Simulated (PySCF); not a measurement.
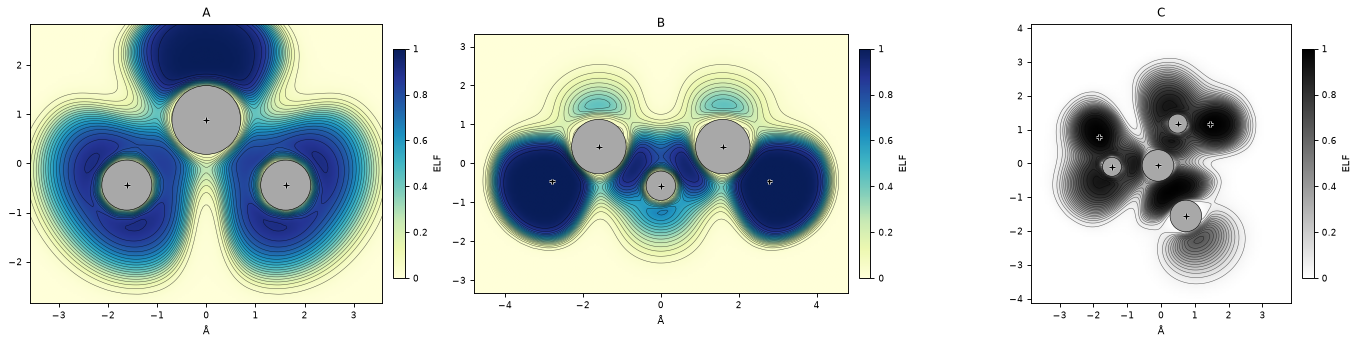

The ELF of 3 systems, each on a plane through atoms (crosses mark nuclei in the plane; grey discs cover the cores).

Level of theory: PySCF, PBE0/pcSseg-2, SCF density, gas phase, non-relativistic.

System 1: CH8Si2 (SMILES [SiH3]C[SiH3]), the plane of atoms Si1, C2 and Si3. Geometry: PBE0-D3(BJ)/def2-SVP.

```csv
atom,x (Å),y (Å),z (Å)
Si,-1.4940,-0.3491,-0.4165
C,0.3418,-0.6680,-0.1525
Si,1.3207,0.7828,0.5394
H,-1.6914,0.7710,-1.3876
H,-2.1746,-1.5677,-0.9540
H,-2.1475,0.0267,0.8751
H,0.4550,-1.5281,0.5300
H,0.7897,-0.9663,-1.1162
H,1.2123,1.9639,-0.3718
H,2.7666,0.4290,0.6859
H,0.7897,1.1745,1.8815
```

System 2: B2H4O2 (SMILES BB(O)O), the plane of atoms O1, B2 and B4. Geometry: PBE0-D3(BJ)/def2-SVP.

```csv
atom,x (Å),y (Å),z (Å)
O,-0.0574,1.6643,0.1056
B,0.0378,0.3432,-0.2042
O,0.1763,0.0244,-1.5300
B,-0.0278,-0.7707,1.0868
H,-0.0145,2.2142,-0.6876
H,0.2385,-0.9175,-1.7066
H,0.9653,-1.1313,1.6799
H,-1.0712,-1.2556,1.4668
```

System 3: Cl2Si (SMILES Cl[Si]Cl), the molecular plane. Geometry: PBE0-D3(BJ)/def2-SVP.

```xyz
3

Si   -0.0285    0.5568   -0.6910
Cl   -0.4434    0.8388    1.3378
Cl    0.5898   -1.4404   -0.7086
```

Match each panel to its system.

Answer. Panel A is system 3, Cl2Si: the plane holds Si and Cl. Si–Cl (2.09 Å): the ELF peaks at about 0.85 between the atoms (a shared but strongly polarised pair). Panel B is system 1, CH8Si2: the plane holds Si, C and H. C–Si (1.88 Å): the ELF peaks at about 0.95 between the atoms: localised, covalent bonding. Panel C is system 2, B2H4O2: the plane holds O, B and H. B–O (1.36 Å): the ELF peaks at about 0.90 between the atoms: a short, strongly polar bond.
